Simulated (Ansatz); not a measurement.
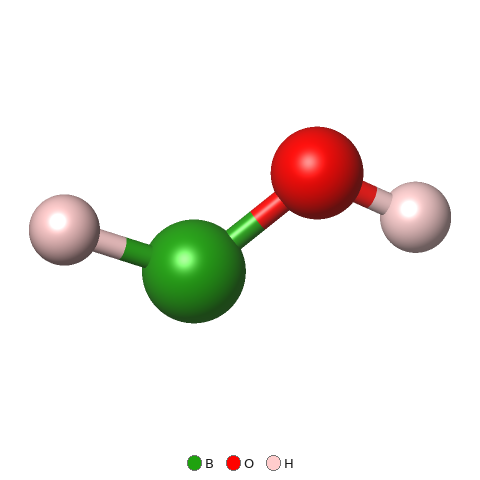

Ball-and-stick drawing of a structure. Every bond is drawn as one stick, whatever its order.

Charge 0, doublet.

What does the picture show?

Formula BH2O. SMILES: `[BH]O`. Among its groups: B–H bond. The point group is Cs. It is an open-shell species. All atoms lie on one plane. Coordination: 1 B bent; 1 O bent.

The parts below concern this one geometry. Atoms keep their numbers from picture to picture. The geometry was computed by an optimisation with PBE0-D4/def2-TZVP.

## Thermal motion

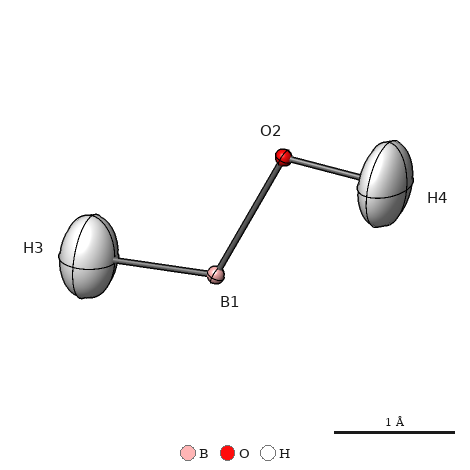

Displacement ellipsoids at the 50 % level, enlarged 2 times, from the internal vibrations of the free molecule (harmonic, no overall translation or rotation; no half-axis is drawn under 0.075 Å). Vibrations computed with UKS PBE0-D4/def2-TZVP (Ansatz 0.2.0). Temperature: 0 K (zero-point motion alone).

List U_eq and the three principal root-mean-square amplitudes for each kind of atom.

| atom | U_eq (Å²) | rms amplitudes (Å) |
| --- | --- | --- |
| B1 | 0.00035 | 0.010, 0.016, 0.027 |
| O2 | 0.00017 | 0.006, 0.010, 0.019 |
| H3 | 0.0097 | 0.078, 0.093, 0.120 |
| H4 | 0.0104 | 0.065, 0.109, 0.123 |

## Dipole moment

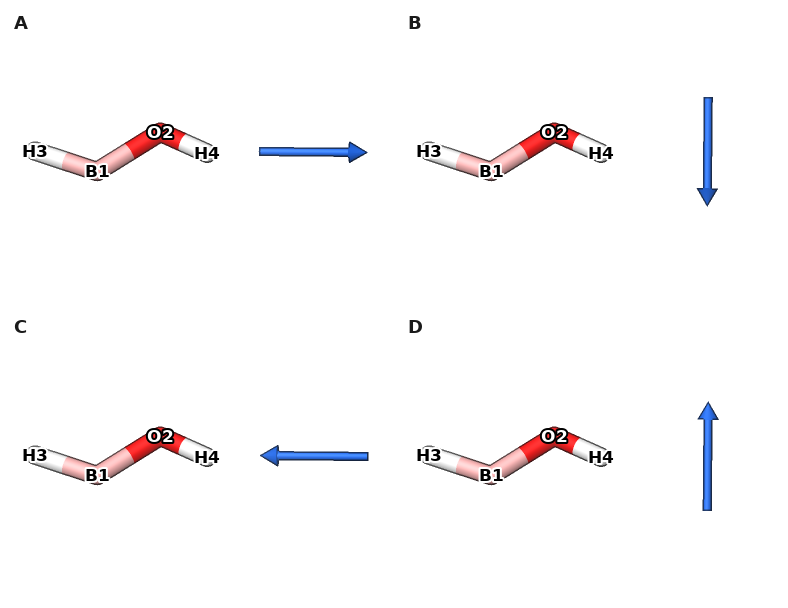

The same molecule four times, each with an arrow. Properties computed with UKS PBE-D4/def2-TZVPP (Ansatz 0.2.0).

Question: Which arrow points along the dipole moment, from the negative to the positive end?

Answer: A. The dipole moment is 1.46 D; it points from the side of H3 to the side of H4 (the outermost atoms at the two ends).

## Charges

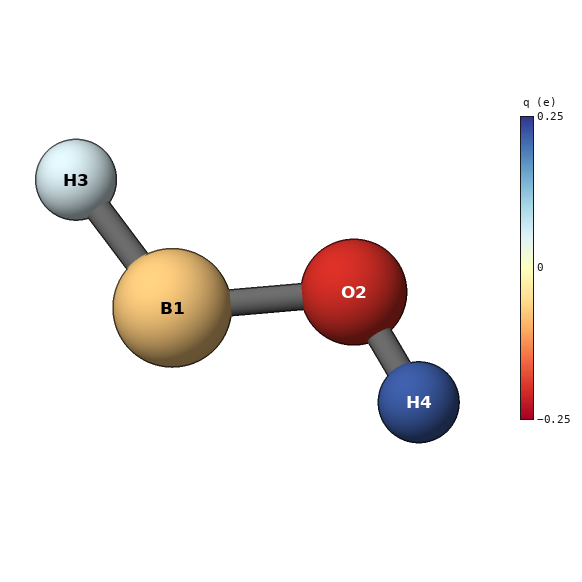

Atoms are coloured by their Mulliken charges. Method: UKS ωB97M-V/def2-TZVPP (Ansatz 0.2.0).

Give the Mulliken charges atom by atom.

```csv
atom,value (e)
B1,−0.07
O2,−0.20
H3,0.05
H4,0.22
```

Mulliken values depend strongly on the basis set and can even reverse the polarity of a bond.
